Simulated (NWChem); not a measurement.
Run report: CH₂AlN, property calculation

System: CH₂AlN, SMILES N#[C][AlH2].
Method: B3LYP/aug-cc-pVDZ, RKS (NWChem 7.3.0).

The geometry comes from this level: PBE0-D4/def2-TZVP.

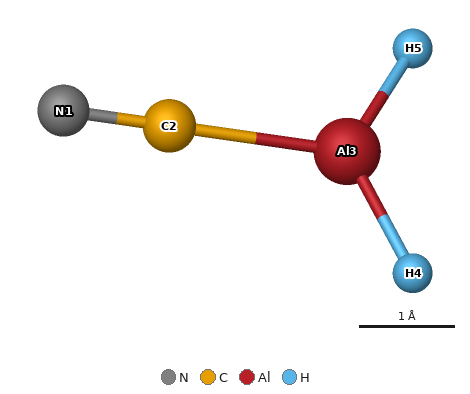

Fig. 1: The input geometry (ball-and-stick view, seen at a tilt; atoms are numbered from 1 in the order of the input). Sticks mark near contacts. Bond lengths as drawn: Al–C 1.94 Å, Al–H 1.57 Å and C–N 1.15 Å.

## The input
```
start test
memory stack 880 mb heap 220 mb global 1100 mb
charge 0

geometry units atomic noautosym nocenter noautoz
   N      2.61216842    -2.54357136     2.63465616
   C      1.34964240    -1.31902883     1.34510706
   Al    -0.76949648     0.73699319    -0.82127497
   H     -3.07968667    -0.61019257    -2.11687120
   H     -0.01833034     3.59652676    -1.11985170
end

basis spherical bse
   * library aug-cc-pVDZ
end

dft
   xc b3lyp
   grid fine
   convergence energy 1e-08
   iterations 100
   mulliken
   noprint "final vectors analysis"
end

property
   dipole
   quadrupole
   mulliken
end

task dft property
```

Hardware: 1 thread of AMD EPYC (Zen 3), 24 GiB of memory available, shared host.

Launch command:
```bash
nwchem test.nw > test.out
```

## What the program printed
```
Northwest Computational Chemistry Package (NWChem) 7.3.0
             --------------------------------------------------------

           Job information
           ---------------

    nwchem branch   = 7.3.0
    use scalapack   = T
    input           = test.nw
    prefix          = test.
    data base       = ./test.db
    status          = startup
    nproc           =        1

           Memory information
           ------------------

    heap     =     28835838 doubles =      220.0 Mbytes
    stack    =    115343355 doubles =      880.0 Mbytes
    global   =    144179200 doubles =     1100.0 Mbytes (distinct from heap & stack)
    total    =    288358393 doubles =     2200.0 Mbytes
    verify   = yes
    hardfail = no

           Directory information
           ---------------------

  0 permanent = .
  0 scratch   = .

                                NWChem Input Module
                                -------------------

                             Geometry "geometry" -> ""
                             -------------------------

 Output coordinates in a.u. (scale by  1.000000000 to convert to a.u.)

  No.       Tag          Charge          X              Y              Z
 ---- ---------------- ---------- -------------- -------------- --------------
    1 N                    7.0000     2.61216842    -2.54357136     2.63465616
    2 C                    6.0000     1.34964240    -1.31902883     1.34510706
    3 Al                  13.0000    -0.76949648     0.73699319    -0.82127497
    4 H                    1.0000    -3.07968667    -0.61019257    -2.11687120
    5 H                    1.0000    -0.01833034     3.59652676    -1.11985170

      Atomic Mass
      -----------

      N                 14.003070
      C                 12.000000
      Al                26.981540
      H                  1.007825

 Effective nuclear repulsion energy (a.u.)      69.0141556646

            Nuclear Dipole moment (a.u.)
            ----------------------------
        X                 Y               Z
 ---------------- ---------------- ----------------
    13.2815620900   -13.1519268400    12.5999379700

            XYZ format geometry
            -------------------
     5
 geometry
 N                     1.38230010    -1.34600009     1.39420010
 C                     0.71420005    -0.69800005     0.71180005
 Al                   -0.40720003     0.39000003    -0.43460003
 H                    -1.62970012    -0.32290003    -1.12020008
 H                    -0.00970000     1.90320014    -0.59260004

 ==============================================================================
                                internuclear distances
 ------------------------------------------------------------------------------
       center one      |      center two      | atomic units |       a.u.
 ------------------------------------------------------------------------------
    2 C                |   1 N                |     2.18092  |     2.18092
    3 Al               |   2 C                |     3.66213  |     3.66213
    4 H                |   3 Al               |     2.97161  |     2.97161
    5 H                |   3 Al               |     2.97159  |     2.97159
 ------------------------------------------------------------------------------
                         number of included internuclear distances:          4
 ==============================================================================

 ==============================================================================
                                 internuclear angles
 ------------------------------------------------------------------------------
        center 1       |       center 2       |       center 3       |  degrees
 ------------------------------------------------------------------------------
    1 N                |   2 C                |   3 Al               |   179.98
    2 C                |   3 Al               |   4 H                |   116.95
    2 C                |   3 Al               |   5 H                |   116.96
    4 H                |   3 Al               |   5 H                |   126.08
 ------------------------------------------------------------------------------
                            number of included internuclear angles:          4
 ==============================================================================

 Summary of "ao basis" -> "" (spherical)
 ------------------------------------------------------------------------------
       Tag                 Description            Shells   Functions and Types
 ---------------- ------------------------------  ------  ---------------------
 *                        aug-cc-pVDZ                 on all atoms

                              NWChem Property Module
                              ----------------------

  itol2e modified to match energy
  convergence criterion.

                                 NWChem DFT Module
                                 -----------------

                      Basis "ao basis" -> "ao basis" (spherical)
                      -----
  [basis functions not shown]

 Summary of "ao basis" -> "ao basis" (spherical)
 ------------------------------------------------------------------------------
       Tag                 Description            Shells   Functions and Types
 ---------------- ------------------------------  ------  ---------------------
 N                        aug-cc-pVDZ                9       23   4s3p2d
 C                        aug-cc-pVDZ                9       23   4s3p2d
 Al                       aug-cc-pVDZ               11       27   5s4p2d
 H                        aug-cc-pVDZ                5        9   3s2p

 Summary of "ao basis" -> "ao basis" (spherical)
 ------------------------------------------------------------------------------
       Tag                 Description            Shells   Functions and Types
 ---------------- ------------------------------  ------  ---------------------
 N                        aug-cc-pVDZ                9       23   4s3p2d
 C                        aug-cc-pVDZ                9       23   4s3p2d
 Al                       aug-cc-pVDZ               11       27   5s4p2d
 H                        aug-cc-pVDZ                5        9   3s2p

  Caching 1-el integrals

            General Information
            -------------------
          SCF calculation type: DFT
          Wavefunction type:  closed shell.
          No. of atoms     :     5
          No. of electrons :    28
           Alpha electrons :    14
            Beta electrons :    14
          Charge           :     0
          Spin multiplicity:     1
          Use of symmetry is: off; symmetry adaption is: off
          Maximum number of iterations: 100
          AO basis - number of functions:    91
                     number of shells:    39
          Convergence on energy requested:  1.00D-08
          Convergence on density requested:  1.00D-05
          Convergence on gradient requested:  5.00D-04

              XC Information
              --------------
                         B3LYP Method XC Potential
                     Hartree-Fock (Exact) Exchange  0.200
                        Slater Exchange Functional  0.800 local
                    Becke 1988 Exchange Functional  0.720 non-local
              Lee-Yang-Parr Correlation Functional  0.810
                  VWN I RPA Correlation Functional  0.190 local

             Grid Information
             ----------------
          Grid used for XC integration:  fine
          Radial quadrature: Mura-Knowles
          Angular quadrature: Lebedev.
          Tag              B.-S. Rad. Rad. Pts. Rad. Cut. Ang. Pts.
          ---              ---------- --------- --------- ---------
          N                   0.65       70          15.0       590
          C                   0.70       70          14.0       590
          Al                  1.25      123          14.0       770
          H                   0.35       60          14.0       590
          Grid pruning is: on
          Number of quadrature shells:   383
          Spatial weights used:  Erf1

          Convergence Information
          -----------------------
          Convergence aids based upon iterative change in
          total energy or number of iterations.
          Levelshifting, if invoked, occurs when the
          HOMO/LUMO gap drops below (HL_TOL):  1.00D-02
          DIIS, if invoked, will attempt to extrapolate
          using up to (NFOCK): 10 stored Fock matrices.

                    Damping( 0%)  Levelshifting(0.5)       DIIS
                  --------------- ------------------- ---------------
          dE  on:    start            ASAP                start
          dE off:    2 iters        100 iters           100 iters

      Screening Tolerance Information
      -------------------------------
          Density screening/tol_rho:  1.00D-11
          AO Gaussian exp screening on grid/accAOfunc:  18
          CD Gaussian exp screening on grid/accCDfunc:  20
          XC Gaussian exp screening on grid/accXCfunc:  20
          Schwarz screening/accCoul:  1.00D-09

      Superposition of Atomic Density Guess
      -------------------------------------

 Sum of atomic energies:        -334.84323480

      Non-variational initial energy
      ------------------------------

 Total energy =    -335.587036
 1-e energy   =    -598.318779
 2-e energy   =     193.717588
 HOMO         =      -0.366980
 LUMO         =      -0.060709

   Time after variat. SCF:      1.0

     ---------------------------------------------
      Total Density - Mulliken Population Analysis
     ---------------------------------------------

    Atom       Charge   Shell Charges
 -----------   ------   -------------------------------------------------------
    1 N    7     7.58   2.00  0.87  0.93  0.00  2.33  1.34  0.03  0.04  0.03
    2 C    6     5.88   2.01  0.79  0.80  0.11  1.70  0.44 -0.00  0.06 -0.03
    3 Al  13    12.55   2.00  2.03  0.72  0.52  0.02  6.01  0.75  0.33  0.01  0.15  0.01
    4 H    1     1.00   0.70  0.32 -0.03  0.01  0.00
    5 H    1     1.00   0.70  0.32 -0.03  0.01  0.00
   Time prior to 1st pass:      1.0

 Grid_pts file          = ./test.gridpts.0
 Record size in doubles =  12289        No. of grid_pts per rec  =   3070
 Max. records in memory =    107        Max. recs in file   = *********

           Memory utilization after 1st SCF pass:
           Heap Space remaining (MW):        0.00                 452
          Stack Space remaining (MW):      115.34           115342724

   convergence    iter        energy       DeltaE   RMS-Dens  Diis-err    time
 ---------------- ----- ----------------- --------- --------- ---------  ------
 d= 0,ls=0.0,diis     1   -336.4380593492 -4.05D+02  2.05D-02  4.09D-01     3.4
 d= 0,ls=0.0,diis     2   -336.2573805772  1.81D-01  9.99D-03  1.94D+00     5.6
 d= 0,ls=0.0,diis     3   -336.4960560888 -2.39D-01  9.73D-04  1.72D-02     7.7
 d= 0,ls=0.0,diis     4   -336.4978274817 -1.77D-03  3.21D-04  5.83D-04     9.9
 d= 0,ls=0.0,diis     5   -336.4979344627 -1.07D-04  7.33D-05  2.27D-05    12.1
  Resetting Diis
 d= 0,ls=0.0,diis     6   -336.4979373682 -2.91D-06  2.32D-05  2.40D-06    14.3
 d= 0,ls=0.0,diis     7   -336.4979377232 -3.55D-07  5.23D-06  5.93D-08    16.5
 d= 0,ls=0.0,diis     8   -336.4979377047  1.85D-08  3.20D-06  2.39D-07    18.7
 d= 0,ls=0.0,diis     9   -336.4979377311 -2.63D-08  8.11D-07  1.07D-08    20.9
 d= 0,ls=0.0,diis    10   -336.4979377325 -1.38D-09  1.21D-07  1.47D-10    23.0

         Total DFT energy =     -336.497937732464
      One electron energy =     -600.057288192408
           Coulomb energy =      226.212882084756
    Exchange-Corr. energy =      -31.667687289460
 Nuclear repulsion energy =       69.014155664648

 Numeric. integr. density =       27.999999379852

     Total iterative time =     22.0s

     ---------------------------------------------
      Total Density - Mulliken Population Analysis
     ---------------------------------------------

    Atom       Charge   Shell Charges
 -----------   ------   -------------------------------------------------------
    1 N    7     7.07   2.02  0.83  0.87  0.08  2.22  0.98  0.03  0.04  0.02
    2 C    6     6.19   2.02  0.70  0.75  0.11  2.00  0.60 -0.04  0.04  0.02
    3 Al  13    13.09   2.00  2.05  0.73  0.45  0.02  6.03  1.08  0.46  0.02  0.23  0.04
    4 H    1     0.82   0.72  0.15 -0.05  0.01 -0.00
    5 H    1     0.82   0.72  0.15 -0.05  0.01 -0.00

     -------------------------------------------
      Total Density - Lowdin Population Analysis
     -------------------------------------------

    Atom       Charge   Shell Charges
 -----------   ------   -------------------------------------------------------
    1 N    7     7.06   1.88  0.75  0.52  0.15  2.02  1.29  0.21  0.06  0.18
    2 C    6     6.33   1.83  0.60  0.38  0.12  1.76  0.98  0.19  0.11  0.35
    3 Al  13    12.27   1.99  1.65  0.57  0.24  0.06  5.87  0.94  0.45  0.03  0.32  0.15
    4 H    1     1.17   0.59  0.38  0.07  0.01  0.12
    5 H    1     1.17   0.59  0.38  0.07  0.01  0.12

 center of mass
 --------------
 x =   0.52526346 y =  -0.51911101 z =   0.50205664

 moments of inertia (a.u.)
 ------------------
         253.748326341540         112.879531045869        -127.294656804781
         112.879531045869         256.796470124046         119.885668954542
        -127.294656804781         119.885668954542         252.488048472170

     Multipole analysis of the density
     ---------------------------------

     L   x y z        total         alpha         beta         nuclear
     -   - - -        -----         -----         ----         -------
     0   0 0 0     -0.000000    -14.000000    -14.000000     28.000000

     1   1 0 0     -0.788180     -7.034871     -7.034871     13.281562
     1   0 1 0      0.764702      6.958314      6.958314    -13.151927
     1   0 0 1     -0.805305     -6.702622     -6.702622     12.599938

     2   2 0 0    -20.977902    -48.426753    -48.426753     75.875603
     2   1 1 0      1.357887     32.054024     32.054024    -62.750162
     2   1 0 1     -3.979486    -38.901270    -38.901270     73.823054
     2   0 2 0    -22.082682    -49.089199    -49.089199     76.095715
     2   0 1 1      2.755492     35.457697     35.457697    -68.159902
     2   0 0 2    -19.773376    -46.861380    -46.861380     73.949385

          -------------
          Dipole Moment
          -------------

 Center of charge (in au) is the expansion point
         X =       0.4743415 Y =      -0.4697117 Z =       0.4499978

   Dipole moment        1.3618048914 A.U.
             DMX       -0.7881797524 DMXEFC        0.0000000000
             DMY        0.7647016478 DMYEFC        0.0000000000
             DMZ       -0.8053053023 DMZEFC        0.0000000000
   -EFC- dipole         0.0000000000 A.U.
   Total dipole         1.3618048914 A.U.

   Dipole moment        3.4613889357 Debye(s)
             DMX       -2.0033682442 DMXEFC        0.0000000000
             DMY        1.9436924039 DMYEFC        0.0000000000
             DMZ       -2.0468973792 DMZEFC        0.0000000000
   -EFC- dipole         0.0000000000 DEBYE(S)
   Total dipole         3.4613889357 DEBYE(S)

 1 a.u. = 2.541766 Debyes

          -----------------
          Quadrupole Moment
          -----------------

 Center of charge (in au) is the expansion point
         X =       0.4743415 Y =      -0.4697117 Z =       0.4499978

 < R**2 > = 268.416227 a.u.  ( 1 a.u. = 0.280023 10**(-16) cm**2 )
 ( also called diamagnetic susceptibility )

   Second moments in atomic units

   Component  Electronic+nuclear     Point charges             Total
  --------------------------------------------------------------------------
      XX          -20.2301688652          0.0000000000        -20.2301688652
      YY          -21.3643038709          0.0000000000        -21.3643038709
      ZZ          -19.0486043281          0.0000000000        -19.0486043281
      XY            0.6249398298          0.0000000000          0.6249398298
      XZ           -3.2428172394          0.0000000000         -3.2428172394
      YZ            2.0331162960          0.0000000000          2.0331162960

   Second moments in buckingham(s)

   Component  Electronic+nuclear     Point charges             Total
  --------------------------------------------------------------------------
      XX          -27.2077766387          0.0000000000        -27.2077766387
      YY          -28.7330872833          0.0000000000        -28.7330872833
      ZZ          -25.6186774956          0.0000000000        -25.6186774956
      XY            0.8404884515          0.0000000000          0.8404884515
      XZ           -4.3613005762          0.0000000000         -4.3613005762
      YZ            2.7343604708          0.0000000000          2.7343604708

   Quadrupole moments in atomic units

   Component  Electronic+nuclear     Point charges             Total
  --------------------------------------------------------------------------
      XX           -0.0237147657          0.0000000000         -0.0237147657
      YY           -1.7249172742          0.0000000000         -1.7249172742
      ZZ            1.7486320399          0.0000000000          1.7486320399
      XY            0.9374097448          0.0000000000          0.9374097448
      XZ           -4.8642258590          0.0000000000         -4.8642258590
      YZ            3.0496744440          0.0000000000          3.0496744440

   Quadrupole moments in buckingham(s)

   Component  Electronic+nuclear     Point charges             Total
  --------------------------------------------------------------------------
      XX           -0.0318942493          0.0000000000         -0.0318942493
      YY           -2.3198602162          0.0000000000         -2.3198602162
      ZZ            2.3517544655          0.0000000000          2.3517544655
      XY            1.2607326772          0.0000000000          1.2607326772
      XZ           -6.5419508643          0.0000000000         -6.5419508643
      YZ            4.1015407062          0.0000000000          4.1015407062

 1 a.u. = 1.344911 Buckinghams = 1.344911 10**(-26) esu*cm**2

          ----------------------------
          Mulliken population analysis
          ----------------------------

 Total      S,P,D,... shell population
 --------------------------------
    Atom          S        P        D
 --------------------------------------------------------------------------------------
     1 N      3.79006   3.22376   0.05773
     2 C      3.57713   2.54807   0.06747
     3 Al     5.24149   7.57784   0.26869
     4 H      0.81721   0.00668   0.00000
     5 H      0.81719   0.00668   0.00000

          ----- Total      gross population on atoms ----

              1  N    7.0     7.07155
              2  C    6.0     6.19268
              3  Al  13.0    13.08802
              4  H    1.0     0.82389
              5  H    1.0     0.82387

          ----- Bond indices -----
  1- 1   0.00000  1- 2   2.43764  1- 3   0.11783  1- 4   0.00065  1- 5   0.00065
  2- 1   2.43764  2- 2   0.00000  2- 3   0.65769  2- 4   0.03893  2- 5   0.03894
  3- 1   0.11783  3- 2   0.65769  3- 3   0.00000  3- 4   0.96065  3- 5   0.96065
  4- 1   0.00065  4- 2   0.03893  4- 3   0.96065  4- 4   0.00000  4- 5   0.03849
  5- 1   0.00065  5- 2   0.03894  5- 3   0.96065  5- 4   0.03849  5- 5   0.00000

 Large bond indices
 ------------------
  1   N -  2   C    2.43764
  1   N -  3   Al   0.11783
  2   C -  3   Al   0.65769
  3   Al-  4   H    0.96065
  3   Al-  5   H    0.96065

                                                                Free electrons             Valency
                              Number of         Sum of          + Bond indices         - Bond indices
                Valency     Free electrons    Bond indices     =Mulliken charge     = Net spin population
     1  N       2.55676        4.51479          2.55676           7.07155                -0.00000
     2  C       3.17320        3.01947          3.17320           6.19268                -0.00000
     3  Al      2.69682       10.39120          2.69682          13.08802                -0.00000
     4  H       1.03872       -0.21484          1.03872           0.82389                 0.00000
     5  H       1.03872       -0.21485          1.03872           0.82387                -0.00000

 Task  times  cpu:       23.1s     wall:       23.1s
 Total times  cpu:       23.1s     wall:       23.1s
```

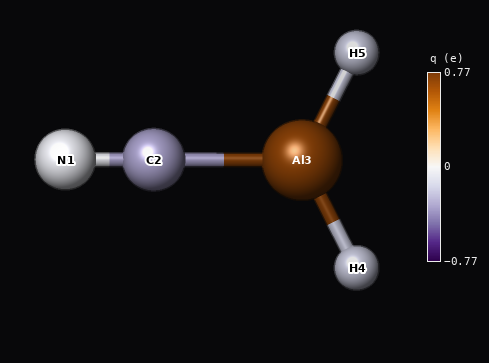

Fig. 2: Löwdin charges, as the colour of each atom (ball-and-stick view, seen on its broad side; atoms are numbered from 1 in the order of the input). By element: N −0.06, C −0.33, Al +0.73 and H −0.17 e.

## Key numbers

- outcome: converged
- total energy: −336.497938 hartree
- basis functions: 91
- dipole moment: 3.46 D
- wall time: 24 s
- peak memory: 0.11 GiB
